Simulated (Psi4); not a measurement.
**CCSD(T)/6-311+G(d,p) run of AlF3 (SMILES [F][Al]([F])[F])**

Aim: the energy change on altering one bond length of AlF3 at CCSD(T)/6-311+G**, from 2 runs. The job is set up through a Python script.

The calculation is run with Psi4 1.11.

## (1) The system as given

AlF3: 4 atoms, total charge 0, spin state singlet. As SMILES, `[F][Al]([F])[F]`. Geometry: a GFN2-xTB relaxation, a rough one for these elements and not checked as a minimum.

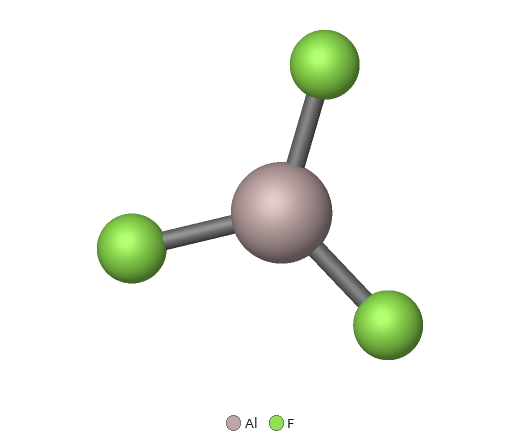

The structure, seen from a chosen angle (aluminium light grey, fluorine green).

## (2) The energy at CCSD(T)/6-311+G(d,p)

The input, alf3.py:

```python
import psi4

psi4.set_memory(1600000000)
psi4.set_num_threads(1)
psi4.core.set_output_file('alf3.out', False)

geom = psi4.geometry("""
Al    -0.000200    -0.000290    -0.001260
F      1.630840    -0.027090     0.013490
F     -0.791540     1.425990    -0.016640
F     -0.839100    -1.398610     0.004400
units angstrom
symmetry c1
no_reorient
no_com
""")

psi4.set_options({
    'puream': True,
    'e_convergence': 1e-09,
    'd_convergence': 1e-08,
    'scf_type': 'pk',
    'num_frozen_docc': 8,
})

result, w = psi4.energy('ccsd(t)/6-311+G**', molecule=geom, return_wfn=True)
print(f'ccsd(t)/6-311+G** energy: {result:.10f} Eh')
```

Command:

```sh
$ python alf3.py
```

alf3.out:

```text
[...]
  Running in c1 symmetry.
[...]
  Nuclear repulsion =  159.395255335653587
[...]
  Multiplicity = 1
[...]
  Nalpha       = 20
  Nbeta        = 20
[...]
    Number of basis functions: 96
[...]
   @RHF iter   1:  -540.42151895187374   -1.34265e+00   6.77769e-03 DIIS/ADIIS
[...]
   @RHF iter  10:  -540.55332518322166   -4.88853e-12   5.41935e-09 DIIS
[...]
    Orbital Energies [Eh]
    ---------------------
    Doubly Occupied:
       1A    -58.572480     2A    -26.293151     3A    -26.293021
       4A    -26.292995     5A     -4.981217     6A     -3.299229
       7A     -3.298714     8A     -3.298700     9A     -1.588772
      10A     -1.576359    11A     -1.576201    12A     -0.740727
      13A     -0.698342    14A     -0.698251    15A     -0.673236
      16A     -0.665112    17A     -0.665058    18A     -0.654865
      19A     -0.654723    20A     -0.637995
[...]
  @RHF Final Energy:  -540.55332518322166
   => Energetics <=
    Nuclear Repulsion Energy =            159.3952553356535873
    One-Electron Energy =               -1073.5788664955689455
    Two-Electron Energy =                 373.6302859766936422
    Total Energy =                       -540.5533251832216592
[...]
 Multipole Moments:
 ------------------------------------------------------------------------------------
     Multipole            Electronic (a.u.)      Nuclear  (a.u.)        Total (a.u.)
 ------------------------------------------------------------------------------------
 L = 1.  Multiply by 2.5417464519 to convert [e a0] to [Debye]
 Dipole X            :          0.0003212           -0.0015118           -0.0011906
 Dipole Y            :          0.0005370           -0.0021921           -0.0016551
 Dipole Z            :          0.0035249           -0.0096943           -0.0061693
 Magnitude           :                                                    0.0064975
[...]
      * MP2 total energy                      = -541.239507392543601
[...]
      * CCSD total energy                     = -541.235457676307419
[...]
      * CCSD(T) total energy                  = -541.251147434131781
```

Standard output:

```text
ccsd(t)/6-311+G** energy: -541.2511474341 Eh
```

Run time: 29 s. Hardware: 1 thread of INTEL XEON PLATINUM 8581C at 2.30GHz (Emerald Rapids), shared host; peak memory 0.71 GiB.

## (3) The distorted shape, same level

The input, run.py:

```python
import psi4

psi4.set_memory(1600000000)
psi4.set_num_threads(1)
psi4.set_output_file('alf3.out', False)

molecule = psi4.geometry("""
0 1
Al
F 1 1.631327
F 1 1.631174 2 119.96691
F 1 1.875299 3 120.01677 2 179.79592
symmetry c1
""")

options = {'puream': True, 'e_convergence': 1e-09, 'd_convergence': 1e-08, 'scf_type': 'pk', 'num_frozen_docc': 8}
psi4.set_options(options)

e_tot, wfn = psi4.energy('ccsd(t)/6-311+G**', molecule=molecule, return_wfn=True)
print(f'ccsd(t)/6-311+G** energy: {e_tot:.10f} Eh')
```

Command:

```sh
$ python run.py
```

alf3.out:

```text
[...]
  Running in c1 symmetry.
[...]
  Nuclear repulsion =  152.302709565961635
[...]
  Multiplicity = 1
[...]
  Nalpha       = 20
  Nbeta        = 20
[...]
    Number of basis functions: 96
[...]
   @RHF iter   1:  -540.38492906947045   -1.44593e+00   6.88169e-03 DIIS/ADIIS
[...]
   @RHF iter  11:  -540.52786477364214   -4.32010e-12   4.39055e-09 DIIS
[...]
    Orbital Energies [Eh]
    ---------------------
    Doubly Occupied:
       1A    -58.609760     2A    -26.307399     3A    -26.307373
       4A    -26.266221     5A     -5.011813     6A     -3.330915
       7A     -3.330337     8A     -3.327419     9A     -1.598241
      10A     -1.589671    11A     -1.521450    12A     -0.743484
      13A     -0.705990    14A     -0.688645    15A     -0.680756
      16A     -0.667670    17A     -0.662880    18A     -0.635624
      19A     -0.613658    20A     -0.611677
[...]
  @RHF Final Energy:  -540.52786477364214
   => Energetics <=
    Nuclear Repulsion Energy =            152.3027095659616350
    One-Electron Energy =               -1059.2391804869928364
    Two-Electron Energy =                 366.4086061473890368
    Total Energy =                       -540.5278647736421362
[...]
 Multipole Moments:
 ------------------------------------------------------------------------------------
     Multipole            Electronic (a.u.)      Nuclear  (a.u.)        Total (a.u.)
 ------------------------------------------------------------------------------------
 L = 1.  Multiply by 2.5417464519 to convert [e a0] to [Debye]
 Dipole X            :          0.0068481            0.0005395            0.0073876
 Dipole Y            :          0.3447539            0.0196526            0.3644065
 Dipole Z            :          0.1989208            0.0113384            0.2102592
 Magnitude           :                                                    0.4207797
[...]
      * MP2 total energy                      = -541.220900073011194
[...]
      * CCSD total energy                     = -541.215100331205008
[...]
      * CCSD(T) total energy                  = -541.231812242840078
```

The script printed:

```text
ccsd(t)/6-311+G** energy: -541.2318122428 Eh
```

It took 31 s on 1 thread of INTEL XEON PLATINUM 8581C at 2.30GHz (Emerald Rapids), shared host; peak memory 0.71 GiB.

## (4) What came out

At CCSD(T)/6-311+G**, 8 core orbitals frozen:

| quantity | value |
| --- | --- |
| first shape: total energy | -541.25115 Eh |
| first shape: HOMO energy (Hartree–Fock orbitals) | -17.36 eV |
| first shape: LUMO energy (Hartree–Fock orbitals) | 0.61 eV |
| first shape: HOMO–LUMO gap (Hartree–Fock orbitals) | 17.97 eV |
| first shape: correlation energy (8 core orbitals frozen) | -697.8 mEh |
| first shape: (T) correction | -15.69 mEh |
| first shape: T1 diagnostic | 0.014 |
| distorted shape: total energy | -541.23181 Eh |
| distorted shape: HOMO energy (Hartree–Fock orbitals) | -16.64 eV |
| distorted shape: LUMO energy (Hartree–Fock orbitals) | 0.29 eV |
| distorted shape: HOMO–LUMO gap (Hartree–Fock orbitals) | 16.94 eV |
| distorted shape: correlation energy (8 core orbitals frozen) | -703.9 mEh |
| distorted shape: (T) correction | -16.71 mEh |
| distorted shape: T1 diagnostic | 0.016 |
| energy change with the Al1–F4 bond stretched from 1.631 to 1.875 Å | 0.526 eV |

**Reading.** With the Al1–F4 bond stretched from 1.631 to 1.875 Å the energy rises by 0.53 eV (12.1 kcal/mol). The first shape isn't relaxed at this level, so the change isn't measured from a minimum. The triples (first shape) make up 2.2 % of the correlation energy. The triples (distorted shape) make up 2.4 % of the correlation energy.
